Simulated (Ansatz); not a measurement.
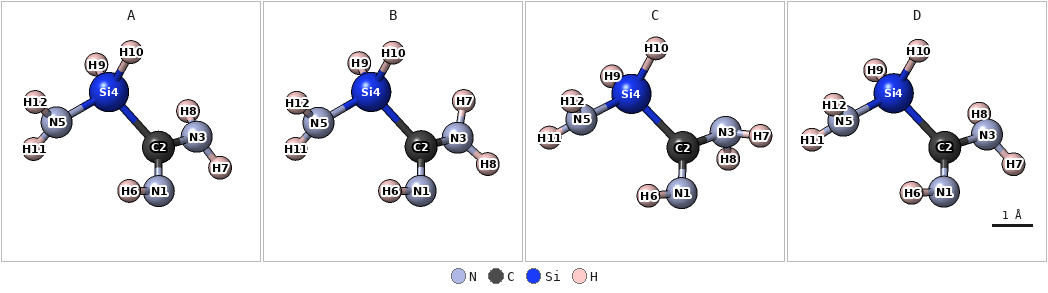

4 geometries from a converged minimum-energy path of CH7N3Si, shuffled. The picture is a ball-and-stick view, seen at a tilt.

All numbers below come from Ansatz 0.2.0, RKS B3LYP-D4/def2-SVP. Settings: 5 movable images; climbing image; force threshold 0.05 eV/Å; iteration limit 60; starting path through a guess of the saddle point.

Which of them lies highest in energy?

Answer. C. In order along the path, whose images run from 0 to 6: B (image 0, 0.0 kcal/mol), C (image 3, +11.1 kcal/mol), D (image 5, +0.2 kcal/mol), A (image 6, −0.4 kcal/mol). The motion is a rotation about the C2–N3 bond by about 170°. No bond forms or breaks between the ends. Among the angles between lasting bonds that change up to the highest image: H7–N3–H8 117.3° → 104.6°, C2–N3–H7 120.8° → 108.2°.

The run took 5.5 min on 2 threads of Arm Neoverse N1 (shared host), peak memory 0.25 GiB.
